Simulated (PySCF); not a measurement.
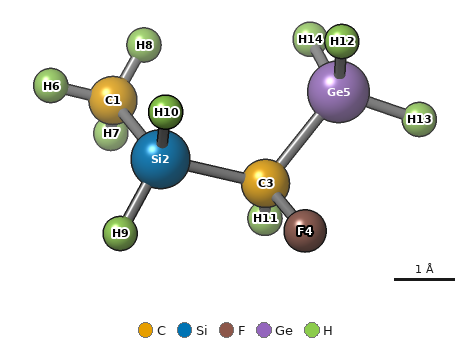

Fig. 1: The structure as given in the input (ball-and-stick view, seen at a tilt; atoms are numbered from 1 in the order of the input). Sticks mark near contacts. Bond lengths as drawn: C–F 1.42 Å, C–Ge 1.99 Å, C–H 1.08 to 1.10 Å, C–Si 1.87 to 1.91 Å, Ge–H 1.47 to 1.51 Å and H–Si 1.45 to 1.48 Å.

# C2H9FGeSi: geometry relaxation

C2H9FGeSi, computed with PBE0-D3(BJ)/def2-SVP geometry optimisation, gas phase (PySCF 2.14.0).

Output
```
step   0  E = -2546.88085812  max force = 0.022690
step   1  E = -2546.88574343  max force = 0.009098
step   2  E = -2546.88621539  max force = 0.003570
step   3  E = -2546.88629541  max force = 0.000978
step   4  E = -2546.88631988  max force = 0.000654
step   5  E = -2546.88632531  max force = 0.000621
step   6  E = -2546.88632642  max force = 0.000369
optimisation converged
```

Trajectory as extended XYZ (Å, eV, eV/Å), 7 frames, from step=0 to step=6
```
14
Properties=species:S:1:pos:R:3:forces:R:3 step=0 energy=-69304.15818
C    -1.7951    0.8374    0.3046   -0.5254   0.3813  -0.1827
Si   -1.0771   -0.8453   -0.0747    0.8969   0.7454   0.1905
C     0.6427   -0.5429   -0.8450    0.7565  -1.0311   0.7276
F     1.2409   -1.7757   -1.2138   -0.3406   0.1441   0.1526
Ge    2.0077    0.2882    0.3396   -1.1668   0.0281  -0.0074
H    -2.8143    0.7699    0.7197    0.0595  -0.0887   0.0701
H    -1.8882    1.4658   -0.5983    0.0709  -0.1615  -0.0721
H    -1.1904    1.4186    1.0079    0.1777  -0.0434   0.2333
H    -1.8684   -1.5729   -1.0418   -0.5946  -0.5029  -0.5648
H    -0.9106   -1.6364    1.1611    0.0108  -0.2204   0.2352
H     0.5734    0.0244   -1.7595   -0.1961   0.6851  -0.6526
H     2.1492   -0.4793    1.6270   -0.0404  -0.4272   0.4620
H     3.3182    0.3304   -0.3317    1.0790  -0.0318  -0.6912
H     1.6050    1.7028    0.6971   -0.1875   0.5230   0.0994
14
Properties=species:S:1:pos:R:3:forces:R:3 step=1 energy=-69304.29111
C    -1.7793    0.8285    0.3729    0.1336   0.0620   0.0295
Si   -1.0745   -0.8804    0.0461   -0.1691  -0.2777  -0.0739
C     0.6564   -0.8270   -0.7457   -0.2302   0.4678  -0.1512
F     1.0289   -2.1219   -1.0661    0.1252  -0.2224  -0.0337
Ge    2.0433   -0.0175    0.3961    0.3781   0.0428   0.0090
H    -2.7922    0.7548    0.7938   -0.0380  -0.0499   0.0170
H    -1.8458    1.4131   -0.5558   -0.0023   0.0244  -0.0620
H    -1.1599    1.3948    1.0850    0.0040  -0.0039   0.0111
H    -1.9672   -1.6403   -0.8934    0.0599   0.0677   0.0656
H    -0.9640   -1.6751    1.3084   -0.0140   0.0427   0.0276
H     0.5983   -0.2343   -1.6852    0.0533  -0.0956   0.1465
H     2.1812   -0.8499    1.6927   -0.0098   0.0903  -0.1285
H     3.4118    0.0105   -0.3548   -0.3248  -0.0167   0.1780
H     1.6256    1.4318    0.7530    0.0341  -0.1317  -0.0350
14
Properties=species:S:1:pos:R:3:forces:R:3 step=2 energy=-69304.30396
C    -1.7678    0.8229    0.3716    0.0383   0.0559  -0.0051
Si   -1.0823   -0.8934    0.0443   -0.0126  -0.1291  -0.0321
C     0.6499   -0.8186   -0.7473   -0.1322   0.1836   0.0244
F     1.0405   -2.1142   -1.0700    0.0755  -0.0788  -0.0247
Ge    2.0406   -0.0099    0.3973    0.0583  -0.0129  -0.0145
H    -2.7818    0.7507    0.7937   -0.0036  -0.0040   0.0001
H    -1.8311    1.4083   -0.5592   -0.0045  -0.0066   0.0060
H    -1.1434    1.3828    1.0848   -0.0042  -0.0122   0.0010
H    -1.9749   -1.6455   -0.8922    0.0057   0.0149   0.0078
H    -0.9773   -1.6793    1.3126    0.0029   0.0224   0.0072
H     0.5949   -0.2265   -1.6814    0.0192  -0.0265   0.0163
H     2.1824   -0.8387    1.6843   -0.0069  -0.0033   0.0061
H     3.3888    0.0187   -0.3468   -0.0331  -0.0132   0.0048
H     1.6240    1.4299    0.7553   -0.0027   0.0100   0.0026
14
Properties=species:S:1:pos:R:3:forces:R:3 step=3 energy=-69304.30613
C    -1.7618    0.8178    0.3708   -0.0042   0.0096  -0.0065
Si   -1.0858   -0.9037    0.0428    0.0178  -0.0298  -0.0091
C     0.6447   -0.8105   -0.7469   -0.0503   0.0295   0.0381
F     1.0533   -2.1034   -1.0737    0.0353  -0.0111  -0.0104
Ge    2.0362   -0.0038    0.3991   -0.0287  -0.0036   0.0091
H    -2.7758    0.7494    0.7942    0.0017   0.0093  -0.0007
H    -1.8239    1.4034   -0.5600   -0.0011  -0.0039   0.0068
H    -1.1336    1.3730    1.0839    0.0009  -0.0079   0.0029
H    -1.9787   -1.6533   -0.8927   -0.0077  -0.0022  -0.0055
H    -0.9795   -1.6835    1.3144    0.0059   0.0059   0.0007
H     0.5904   -0.2185   -1.6793   -0.0010   0.0066  -0.0160
H     2.1781   -0.8360    1.6833   -0.0056  -0.0068   0.0122
H     3.3769    0.0204   -0.3494    0.0328  -0.0082  -0.0269
H     1.6222    1.4359    0.7605    0.0040   0.0127   0.0056
14
Properties=species:S:1:pos:R:3:forces:R:3 step=4 energy=-69304.30680
C    -1.7614    0.8121    0.3709   -0.0175  -0.0141  -0.0034
Si   -1.0875   -0.9111    0.0416    0.0124   0.0153   0.0021
C     0.6412   -0.8027   -0.7463    0.0063  -0.0336   0.0102
F     1.0649   -2.0919   -1.0778    0.0043   0.0201   0.0003
Ge    2.0335    0.0019    0.4006   -0.0276   0.0024   0.0054
H    -2.7752    0.7473    0.7955    0.0030   0.0077  -0.0001
H    -1.8229    1.3982   -0.5593    0.0027   0.0000   0.0034
H    -1.1305    1.3638    1.0841    0.0030  -0.0017   0.0028
H    -1.9803   -1.6607   -0.8937   -0.0048  -0.0059  -0.0044
H    -0.9772   -1.6879    1.3143    0.0039  -0.0034  -0.0020
H     0.5857   -0.2095   -1.6779   -0.0094   0.0139  -0.0098
H     2.1735   -0.8340    1.6831   -0.0031  -0.0026   0.0065
H     3.3717    0.0185   -0.3542    0.0202  -0.0046  -0.0134
H     1.6274    1.4431    0.7661    0.0066   0.0066   0.0024
14
Properties=species:S:1:pos:R:3:forces:R:3 step=5 energy=-69304.30695
C    -1.7640    0.8071    0.3725   -0.0111  -0.0139   0.0004
Si   -1.0874   -0.9147    0.0408    0.0016   0.0175   0.0049
C     0.6400   -0.7971   -0.7468    0.0213  -0.0319  -0.0095
F     1.0718   -2.0831   -1.0817   -0.0071   0.0196   0.0015
Ge    2.0325    0.0061    0.4010   -0.0088   0.0036   0.0014
H    -2.7776    0.7435    0.7975    0.0013   0.0018   0.0005
H    -1.8252    1.3946   -0.5568    0.0032   0.0016   0.0009
H    -1.1321    1.3573    1.0862    0.0015   0.0009   0.0015
H    -1.9792   -1.6656   -0.8951    0.0000  -0.0040  -0.0009
H    -0.9729   -1.6924    1.3125    0.0012  -0.0049  -0.0023
H     0.5821   -0.2019   -1.6772   -0.0087   0.0098   0.0013
H     2.1696   -0.8314    1.6831   -0.0018   0.0015   0.0014
H     3.3704    0.0152   -0.3570    0.0032  -0.0024   0.0002
H     1.6347    1.4494    0.7680    0.0042   0.0009  -0.0014
14
Properties=species:S:1:pos:R:3:forces:R:3 step=6 energy=-69304.30698
C    -1.7675    0.8015    0.3760   -0.0005  -0.0052   0.0031
Si   -1.0863   -0.9174    0.0398   -0.0045   0.0065   0.0045
C     0.6399   -0.7917   -0.7486    0.0190  -0.0118  -0.0155
F     1.0769   -2.0745   -1.0876   -0.0094   0.0085  -0.0016
Ge    2.0321    0.0104    0.4003    0.0062   0.0018  -0.0014
H    -2.7808    0.7370    0.8012   -0.0007  -0.0035   0.0006
H    -1.8287    1.3914   -0.5518    0.0015   0.0015  -0.0003
H    -1.1356    1.3506    1.0907   -0.0007   0.0012   0.0008
H    -1.9764   -1.6696   -0.8971    0.0026  -0.0007   0.0013
H    -0.9674   -1.6984    1.3092   -0.0007  -0.0034  -0.0018
H     0.5788   -0.1934   -1.6771   -0.0051   0.0042   0.0075
H     2.1649   -0.8267    1.6835   -0.0009   0.0037  -0.0012
H     3.3708    0.0118   -0.3579   -0.0068  -0.0008   0.0081
H     1.6420    1.4562    0.7663    0.0001  -0.0018  -0.0040
```

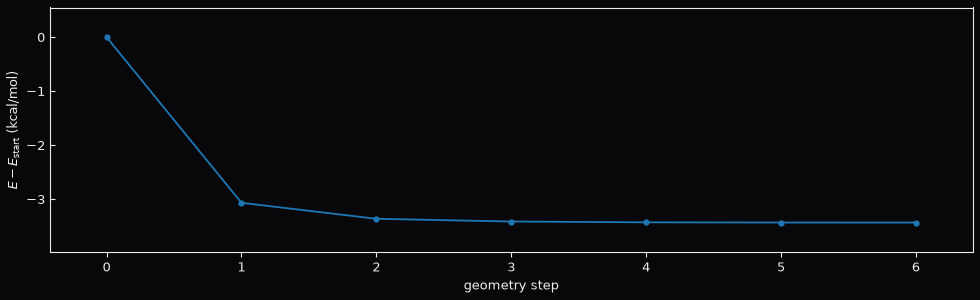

Fig. 2: Progress of the relaxation, step by step (steps are counted from 0).

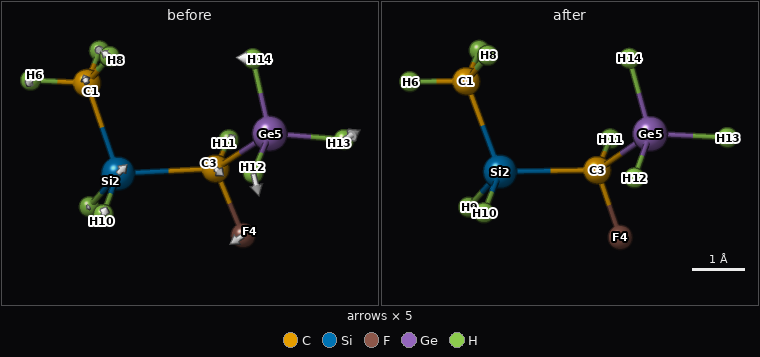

Fig. 3: Before (left) and after (right) the relaxation, at one scale (ball-and-stick view, seen at a tilt). The white arrows give the displacements, magnified 5 times. The energy falls by 3.43 kcal/mol in 6 geometry steps. Largest force component: 1.2 eV/Å at the start, 0.019 eV/Å at the end. H12 moves most after the best rigid fit: 0.097 Å. Largest moves by element: H 0.097 Å, F 0.065 Å, Si 0.056 Å, C 0.049 Å, Ge 0.013 Å. Distances before and after: Ge5–H13 1.473 → 1.539 Å, Si2–H9 1.446 → 1.495 Å, Ge5–H12 1.505 → 1.538 Å, C3–H11 1.078 → 1.106 Å. Among the angles that change: F4–C3–Ge5 103.2° → 107.1°, C1–Si2–C3 106.6° → 110.0°, F4–C3–H11 105.3° → 108.1°. (Atoms are counted from 1 in the order of the input.)

This output came from the following input.

The input
```
{"job": {"xc": "PBE0", "basis": "def2-SVP", "d3": "d3bj", "grid": 1, "shake": 0.01, "kind": "geom"}, "charge": 0, "multiplicity": 1}
C     -1.795120     0.837400     0.304600
Si    -1.077130    -0.845340    -0.074740
C      0.642720    -0.542920    -0.845020
F      1.240880    -1.775720    -1.213750
Ge     2.007660     0.288240     0.339620
H     -2.814310     0.769880     0.719720
H     -1.888170     1.465800    -0.598320
H     -1.190420     1.418570     1.007890
H     -1.868420    -1.572930    -1.041760
H     -0.910600    -1.636390     1.161080
H      0.573350     0.024400    -1.759550
H      2.149200    -0.479260     1.627000
H      3.318230     0.330440    -0.331650
H      1.604950     1.702760     0.697130
```

The first line tells a small driver script what to run in PySCF; the rest is the geometry in Å.

Command:
```bash
OMP_NUM_THREADS=1 python <driver script> task.json out
```

Key numbers

```csv
quantity,value
outcome,converged
total energy,−2546.886326 hartree
dipole moment,2.12 D
point group,C1
hardware,"1 CPU thread, shared host"
wall time,92 s
peak memory,0.53 GiB
```
